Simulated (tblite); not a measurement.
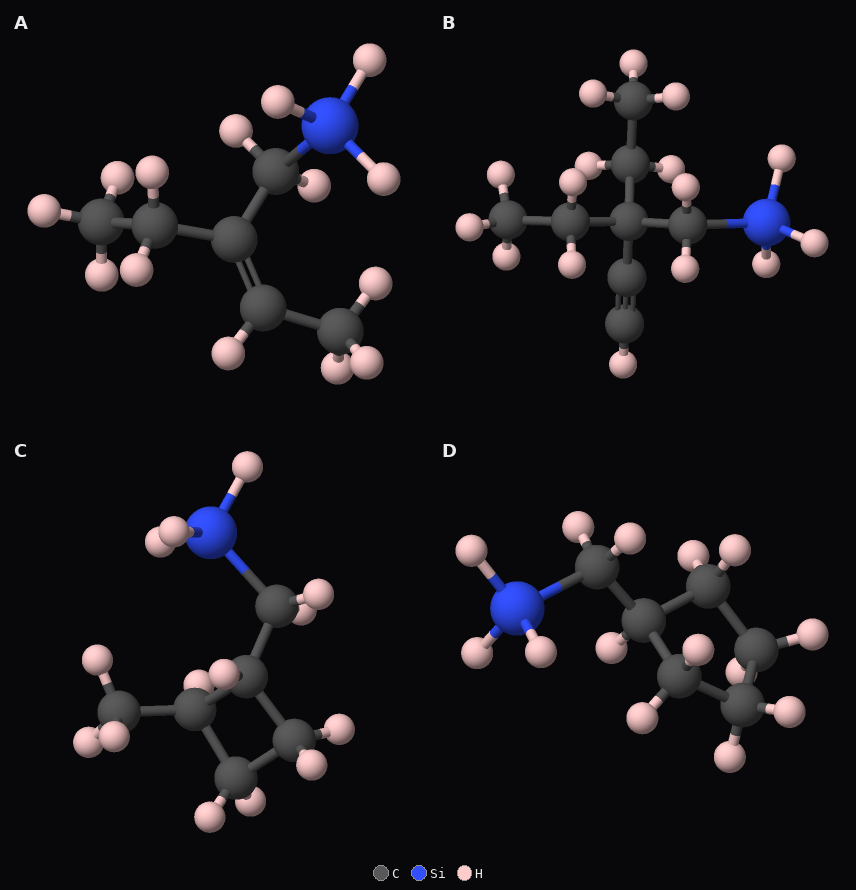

(Drawn from a calculation with tblite.)

```xyz
21
charge 0, multiplicity 1
Si    2.9159    0.4057    0.2685
C     1.4579   -0.8142    0.2448
C     0.1590   -0.2289   -0.2935
C    -0.3970    0.9240    0.5438
C    -1.8849    1.0115    0.1725
C    -2.2385   -0.3348   -0.4888
C    -1.0076   -1.2199   -0.2923
H     4.1347   -0.3345    0.6033
H     3.0655    1.0241   -1.0507
H     2.6962    1.4500    1.2709
H     1.7249   -1.6811   -0.3646
H     1.2823   -1.1924    1.2550
H     0.3192    0.1205   -1.3194
H     0.1297    1.8588    0.3569
H    -0.2853    0.6797    1.6019
H    -2.0612    1.8328   -0.5222
H    -2.4972    1.1918    1.0557
H    -3.1333   -0.7804   -0.0558
H    -2.4220   -0.1919   -1.5543
H    -0.9144   -1.9808   -1.0667
H    -1.0529   -1.7230    0.6761
```

**Which panel shows the molecule in this file?**

D. The file holds C6H14Si, `[SiH3]CC1CCCC1`.
